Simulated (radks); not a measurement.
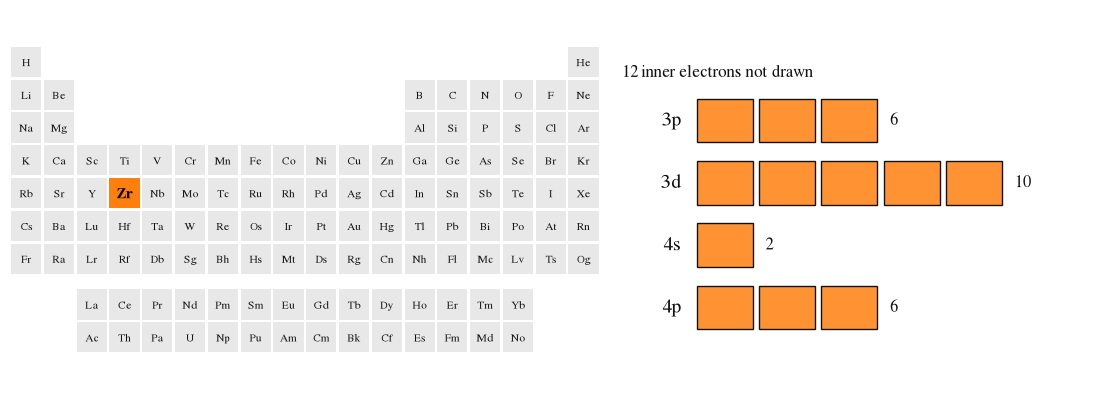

Figure 1. Left, the place of zirconium in the periodic table; right, the outer shells as the input fills them: a box for each of the 2l + 1 orbitals, shaded by the share of the shell that is filled, with the electron count at the right.

# Run report: Zr⁴⁺, atomic calculation

Zr⁴⁺ (Z = 40, 36 electrons) in the configuration [Kr]. Computed at this level: Dirac Kohn-Sham, PBE, spin-unpolarised, spherical densities, finite nucleus (the in-house radial solver radks).

Summary:

```
                       quantity                      value
                        outcome                  converged
                   total energy         −3596.0876 hartree
                 kinetic energy          3716.3871 hartree
        electron–nucleus energy         −8622.1039 hartree
                 Hartree energy          1422.5345 hartree
    exchange–correlation energy        −112.905359 hartree
radius at density 0.001 e/bohr³                  2.89 bohr
                 SCF iterations                         14
                       hardware  1 CPU thread, shared host
```

Input file:
```
Z 40
configuration [Kr]
relativity Dirac
functional pbe,pbe
spin unpolarised
j_filling energy
nucleus finite rms 4.2694 fm
c 137.035999084
```

Energies in input and log are in hartree, lengths in bohr (the nuclear radius in fm).

The program's output:
```
1s1/2   1   2.0000        -656.33246231
2s1/2   1   2.0000         -92.29686716
2p1/2   1   2.0000         -84.62169013
2p3/2   1   4.0000         -81.46666653
3s1/2   1   2.0000         -16.44093550
3p1/2   1   2.0000         -13.58409200
3p3/2   1   4.0000         -13.08127238
3d3/2   1   4.0000          -8.04711084
3d5/2   1   6.0000          -7.95516099
4s1/2   1   2.0000          -3.51125675
4p1/2   1   2.0000          -2.72274734
4p3/2   1   4.0000          -2.65210249
Etot -3596.087604051804
Ekin 3716.387111266967
Encl -8622.10386610654
Eh 1422.534509817751
Exc -112.9053590299838
err 3.2974680509937644e-09
it 14
```

Slater integrals of the outer shells (hartree):

| integral | value |
| --- | --- |
| F0(4p3/2,4p3/2) | 0.6796 |
| F2(4p3/2,4p3/2) | 0.3601 |
| F0(4p3/2,4p1/2) | 0.6862 |
| F2(4p3/2,4p1/2) | 0.3633 |
| G0(4p3/2,4p1/2) | 0.6849 |
| G2(4p3/2,4p1/2) | 0.3630 |
| F0(4p3/2,4s1/2) | 0.7141 |
| G1(4p3/2,4s1/2) | 0.4842 |

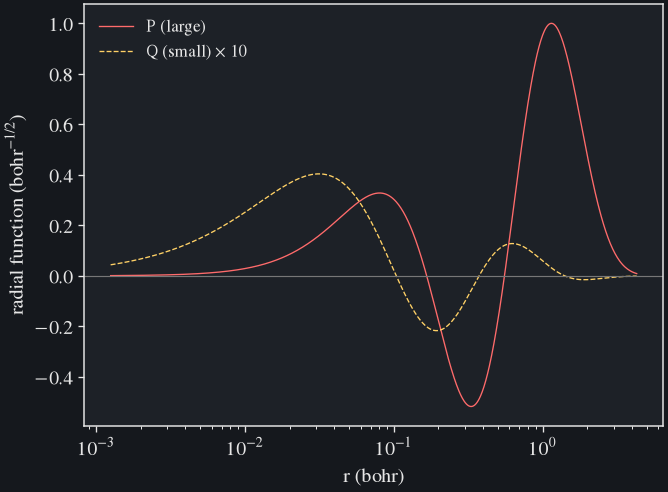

Figure 2. The large and small radial components of one occupied spinor. It is 4p1/2. The spinor has κ = 1: the large component has l = 1 and 2 radial nodes (r = 0.167 and 0.555 bohr), the small one has l = 0. The small component carries 0.021 % of the norm; ⟨r⟩ = 1.30 bohr and the eigenvalue is −74.1 eV. The nodes of P give n − l − 1 and its extent picks the shell; Q has as many nodes as P for κ < 0 and one more for κ > 0.

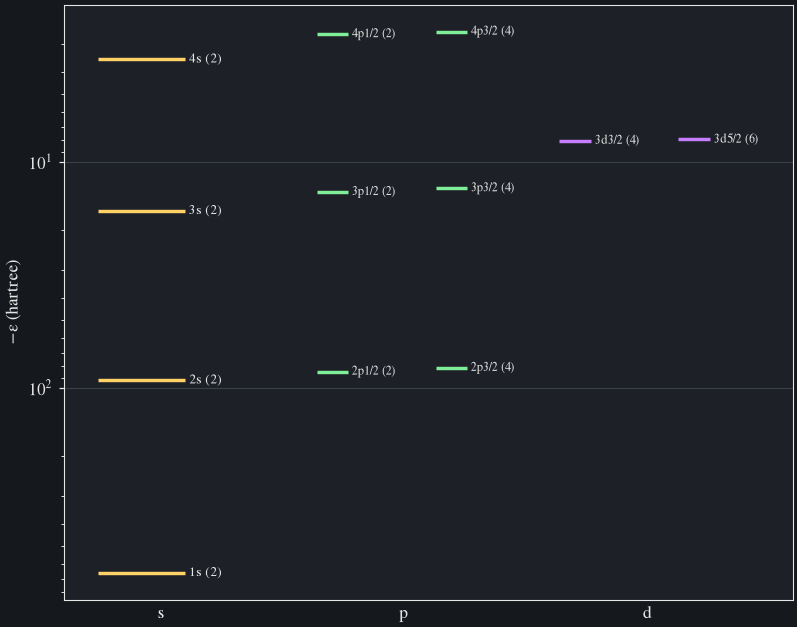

Figure 3. All occupied levels, on a logarithmic scale of binding energy, are drawn by angular momentum (occupations in brackets, the lower j at the left of each column). The highest occupied level is 4p3/2 at −2.65 hartree. The highest 5 occupied levels, from the top down, are 4p3/2 (−2.65 hartree), 4p1/2 (−2.72 hartree), 4s (−3.51 hartree), 3d5/2 (−7.96 hartree), 3d3/2 (−8.05 hartree). Spin-orbit splittings: 4p 0.0706 hartree, 3d 0.0919 hartree, 3p 0.503 hartree, 2p 3.16 hartree. The semi-empirical ionisation energy (NIST) is 80.3 eV; minus the highest level, 72.2 eV, lies 10 % below it, as is usual for a semilocal functional, whose potential decays too fast.

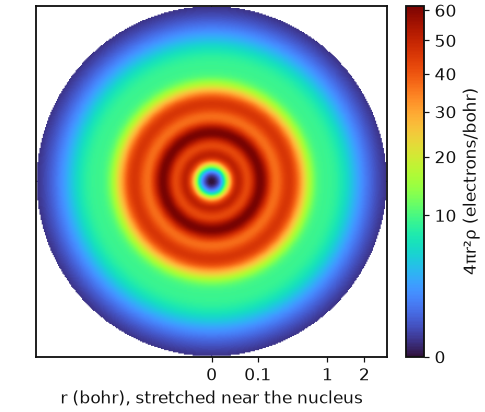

Figure 4. The radial density 4πr²ρ as a disc about the nucleus, with the radius drawn as r to the power 0.4. There are 3 maxima, at r = 0.0261, 0.115 and 0.368 bohr, parted by minima at 0.0531 and 0.235 bohr, inside which lie 2.1 and 11.1 electrons. The configuration has 4 principal shells, so not every shell has a maximum of its own.
